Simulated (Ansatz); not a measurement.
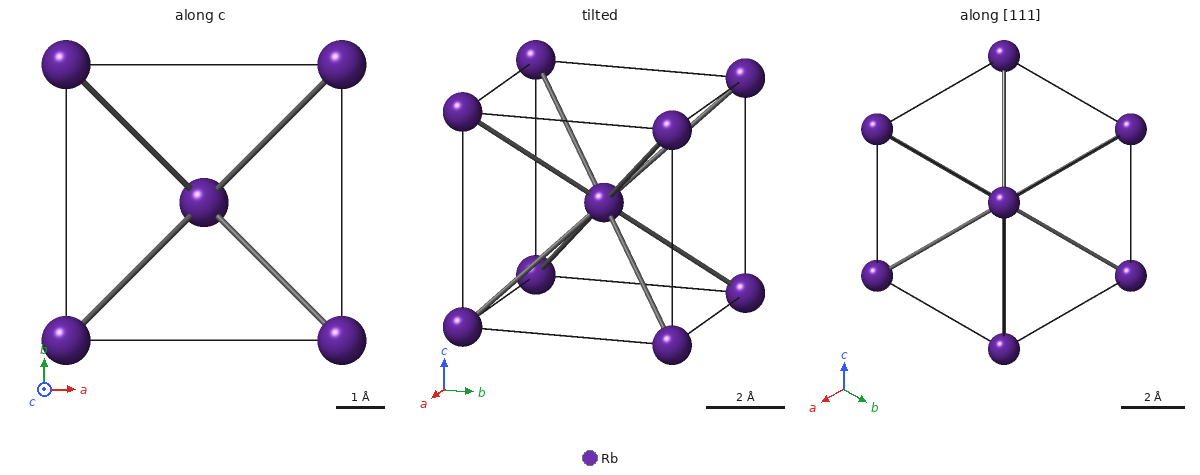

The structure above is drawn in ball-and-stick style and viewed along the c axis, slightly off an axis and along [111]. Lines trace the edges of the conventional unit cell.

Edges and angles: a = 5.75 Å, b = 5.75 Å, c = 5.75 Å, α = 90.00°, β = 90.00°, γ = 90.00°.

**How many atoms count towards one cell?**

2 (rubidium), counting shared atoms by their share.

**Which space group does it belong to?**

Im-3m (No. 229), with Rb on 2a.

**What is Rb bonded to?**

Eight Rb in a cubic arrangement at about 5.0 Å.

**How far does the bonding extend?**

The bonds build a three-dimensional framework.

Origin of the cell: the standard structure of this element. Earlier steps of the study may have refined or changed the cell and positions. Ansatz was used for an electronic-structure calculation on it.
